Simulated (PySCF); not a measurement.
# RPA@PBE/6-31G run of H2P (SMILES [PH2])

What is the vertical doublet–quartet gap of H2P at RPA@PBE/6-31G? Input form: a Python script.

Program for the calculation: PySCF 2.14.0.

**1. The molecule**

H2P: 3 atoms, total charge 0, spin state doublet. SMILES: `[PH2]`. Geometry: a GFN2-xTB relaxation, a rough one for these elements and not checked as a minimum.

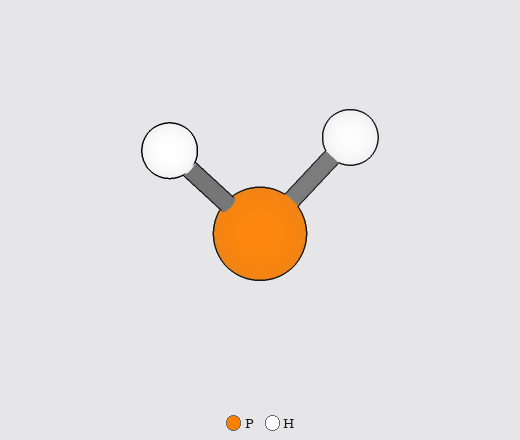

Viewed from a chosen angle; phosphorus orange, hydrogen white.

**2. The energy at RPA@PBE/6-31G**

Contents of geometry.xyz:

```xyz
3
H2P
P      0.514470    -0.302750     0.252680
H      0.111510     1.027360     0.172420
H     -0.625980    -0.724620    -0.425100
```

Contents of calc.py:

```python
from pyscf import gto, dft
from pyscf.gw.urpa import URPA

molecule = gto.M(
    atom='geometry.xyz',
    spin=1,
    verbose=4,
    basis='6-31g',
    max_memory=1860,
)

ks = dft.UKS(molecule, xc='pbe')
ks.grids.level = 5
ks.conv_tol = 1e-10
ks.kernel()
if not ks.converged:
    ks = ks.newton().run(ks.mo_coeff, ks.mo_occ)

rpa = URPA(ks, frozen=5)
rpa.kernel()
e_exx = ks.to_hf().energy_tot(ks.make_rdm1())
e_tot = e_exx + rpa.e_corr
print('E = %.10f Eh' % e_tot)
```

The run is started by

```
$ OMP_NUM_THREADS=1 python calc.py
```

The log of the run:

```text
PySCF version 2.14.0

[INPUT] num. atoms = 3
[INPUT] num. electrons = 17
[INPUT] charge = 0
[INPUT] spin (= nelec alpha-beta = 2S) = 1
[INPUT] symmetry False subgroup None
[INPUT] Mole.unit = angstrom
[INPUT] Symbol           X                Y                Z      unit          X                Y                Z       unit  Magmom
[INPUT]  1 P      0.514470000000  -0.302750000000   0.252680000000 AA    0.972207399305  -0.572114584212   0.477495997155 Bohr   0.0
[INPUT]  2 H      0.111510000000   1.027360000000   0.172420000000 AA    0.210723360150   1.941429031333   0.325826578398 Bohr   0.0
[INPUT]  3 H     -0.625980000000  -0.724620000000  -0.425100000000 AA   -1.182930759455  -1.369333344382  -0.803322575553 Bohr   0.0

nuclear repulsion = 11.6692711396351
number of shells = 11
number of NR pGTOs = 54
number of NR cGTOs = 17
basis = 6-31g
ecp = {}

******** <class 'pyscf.dft.uks.UKS'> ********
method = UKS
initial guess = minao
damping factor = 0
level_shift factor = 0
DIIS = <class 'pyscf.scf.diis.CDIIS'>
diis_start_cycle = 1
diis_space = 8
diis_damp = 0
SCF conv_tol = 1e-10
SCF conv_tol_grad = None
SCF max_cycles = 50
direct_scf = True
direct_scf_tol = 1e-13
number electrons alpha = 9  beta = 8
XC library pyscf.dft.libxc version 7.0.0
    S. Lehtola, C. Steigemann, M. J.T. Oliveira, and M. A.L. Marques.,  SoftwareX 7, 1–5 (2018)
XC functionals = pbe
    J. P. Perdew, K. Burke, and M. Ernzerhof.,  Phys. Rev. Lett. 77, 3865 (1996)
    J. P. Perdew, K. Burke, and M. Ernzerhof.,  Phys. Rev. Lett. 78, 1396 (1997)
    J. P. Perdew, K. Burke, and M. Ernzerhof.,  Phys. Rev. Lett. 77, 3865 (1996)
    J. P. Perdew, K. Burke, and M. Ernzerhof.,  Phys. Rev. Lett. 78, 1396 (1997)
radial grids:
    Treutler-Ahlrichs [JCP 102, 346 (1995); DOI:10.1063/1.469408] (M4) radial grids

becke partition: Becke, JCP 88, 2547 (1988); DOI:10.1063/1.454033
pruning grids: <function nwchem_prune>
grids dens level: 5
symmetrized grids: False
atomic radii adjust function: <function treutler_atomic_radii_adjust>
small_rho_cutoff = 0
Set gradient conv threshold to 1e-05
tot grids = 90672
init E= -342.207235728476
[... the frontier-level lines of each cycle are left out ...]

cycle= 1 E= -342.282976310338  delta_E= -0.0757  |g|= 0.0541  |ddm|=  1.1
cycle= 2 E= -342.283899041694  delta_E= -0.000923  |g|= 0.0542  |ddm|= 0.323
cycle= 3 E= -342.2865663145  delta_E= -0.00267  |g|= 0.0044  |ddm|= 0.129
cycle= 4 E= -342.286583535122  delta_E= -1.72e-05  |g|= 0.00075  |ddm|= 0.00824
cycle= 5 E= -342.286584643521  delta_E= -1.11e-06  |g|= 0.000182  |ddm|= 0.0029
cycle= 6 E= -342.2865846903  delta_E= -4.68e-08  |g|= 2.9e-05  |ddm|= 0.000652
cycle= 7 E= -342.286584691397  delta_E= -1.1e-09  |g|= 1.73e-06  |ddm|= 0.000103
cycle= 8 E= -342.286584691401  delta_E= -3.87e-12  |g|= 1.25e-07  |ddm|= 6.61e-06
Extra cycle  E= -342.286584691401  delta_E= -3.41e-13  |g|= 4.39e-08  |ddm|= 5.53e-07
converged SCF energy = -342.286584691401  <S^2> = 0.75164854  2S+1 = 2.0016479

******** <class 'pyscf.gw.urpa.URPA'> ********
nocc = (np.int64(4), np.int64(3)), nmo = (12, 12)
frozen orbitals 5
mem_avail = 1728.80  mem_blk = 0.00  auxlen = 104

******** <class 'pyscf.df.df.DF'> ********
auxbasis = auxmol.basis = {'P': 'cc-pvdz-ri', 'H': 'cc-pvdz-ri'}
Lowest orbital energy difference: ( 2.3878e-01,  9.6821e-02)
E(URPA) = -341.919397594494  E_corr = -0.107624302087255  E_hf = -341.811773292406
E = -341.9110359402 Eh
```

Run time: 1.9 s. Hardware: 1 thread of Intel Xeon Platinum 8488C (Sapphire Rapids), shared host; peak memory 0.17 GiB.

**3. The quartet at the same level**

Contents of calc.py:

```python
from pyscf import gto, dft
from pyscf.gw.urpa import URPA

mol = gto.Mole()
mol.atom = '''
P        0.514470      -0.302750       0.252680
H        0.111510       1.027360       0.172420
H       -0.625980      -0.724620      -0.425100
'''
mol.verbose = 4
mol.max_memory = 1860
mol.charge = 0
mol.spin = 3
mol.basis = '6-31g'
mol.build()

ks = dft.UKS(mol, xc='pbe')
ks.conv_tol = 1e-10
ks.grids.level = 5
ks.kernel()
if not ks.converged:
    ks = ks.newton().run(ks.mo_coeff, ks.mo_occ)

rpa = URPA(ks, frozen=5)
rpa.kernel()
e_exx = ks.to_hf().energy_tot(ks.make_rdm1())
etot = e_exx + rpa.e_corr
print('E(%s) = %.9f' % ('PBE', etot))
```

The run is started by

```
$ OMP_NUM_THREADS=1 python calc.py
```

The log of the run:

```text
PySCF version 2.14.0

[INPUT] num. atoms = 3
[INPUT] num. electrons = 17
[INPUT] charge = 0
[INPUT] spin (= nelec alpha-beta = 2S) = 3
[INPUT] symmetry False subgroup None
[INPUT] Mole.unit = angstrom
[INPUT] Symbol           X                Y                Z      unit          X                Y                Z       unit  Magmom
[INPUT]  1 P      0.514470000000  -0.302750000000   0.252680000000 AA    0.972207399305  -0.572114584212   0.477495997155 Bohr   0.0
[INPUT]  2 H      0.111510000000   1.027360000000   0.172420000000 AA    0.210723360150   1.941429031333   0.325826578398 Bohr   0.0
[INPUT]  3 H     -0.625980000000  -0.724620000000  -0.425100000000 AA   -1.182930759455  -1.369333344382  -0.803322575553 Bohr   0.0

nuclear repulsion = 11.6692711396351
number of shells = 11
number of NR pGTOs = 54
number of NR cGTOs = 17
basis = 6-31g
ecp = {}

[... 37 lines left out ...]
[... the frontier-level lines of each cycle are left out ...]
[... 5 lines left out ...]
[... 5 lines left out ...]
[... 5 lines left out ...]
[... 5 lines left out ...]
[... 4 lines left out ...]


cycle= 6 E= -342.03855260958  delta_E= -1.08e-08  |g|= 1.39e-05  |ddm|= 0.000572


cycle= 7 E= -342.038552609711  delta_E= -1.31e-10  |g|= 9.53e-06  |ddm|= 0.00019


cycle= 8 E= -342.038552609834  delta_E= -1.23e-10  |g|= 1.88e-06  |ddm|= 0.000146


cycle= 9 E= -342.038552609838  delta_E= -4.38e-12  |g|= 4.65e-08  |ddm|= 2.4e-05


Extra cycle  E= -342.038552609839  delta_E= -2.27e-13  |g|= 3.36e-08  |ddm|= 2.92e-07
converged SCF energy = -342.038552609839  <S^2> = 3.7503153  2S+1 = 4.0001576

******** <class 'pyscf.gw.urpa.URPA'> ********
nocc = (np.int64(5), np.int64(2)), nmo = (12, 12)
frozen orbitals 5
mem_avail = 1727.10  mem_blk = 0.00  auxlen = 104

******** <class 'pyscf.df.df.DF'> ********
auxbasis = auxmol.basis = {'H': 'cc-pvdz-ri', 'P': 'cc-pvdz-ri'}
Lowest orbital energy difference: ( 6.3936e-02,  9.0150e-02)
E(URPA) = -341.671297623639  E_corr = -0.094012422112054  E_hf = -341.577285201527
E(PBE) = -341.663478205
```

It took 2.1 s on 1 thread of Intel Xeon Platinum 8488C (Sapphire Rapids), shared host; peak memory 0.18 GiB.

**4. Outcome**

Level: RPA@PBE/6-31G, 5 core orbitals frozen.

| quantity | value |
| --- | --- |
| doublet: total energy | -341.91104 Eh |
| doublet: dipole moment (PBE Kohn–Sham density) | 1.40 D |
| doublet: HOMO energy (PBE Kohn–Sham orbitals) (highest over α and β) | -5.99 eV |
| doublet: LUMO energy (PBE Kohn–Sham orbitals) (lowest over α and β) | -4.22 eV |
| doublet: RPA correlation energy (valence) | -107.6 mEh |
| doublet: ⟨S²⟩ | 0.752 |
| quartet: total energy | -341.66348 Eh |
| quartet: dipole moment (PBE Kohn–Sham density) | 0.12 D |
| quartet: HOMO energy (PBE Kohn–Sham orbitals) (highest over α and β) | -0.77 eV |
| quartet: RPA correlation energy (valence) | -94.0 mEh |
| quartet: ⟨S²⟩ | 3.750 |
| vertical energy of the quartet above the doublet | 6.736 eV |

What this shows: At this shape the quartet lies 6.74 eV (155 kcal/mol) above the doublet.
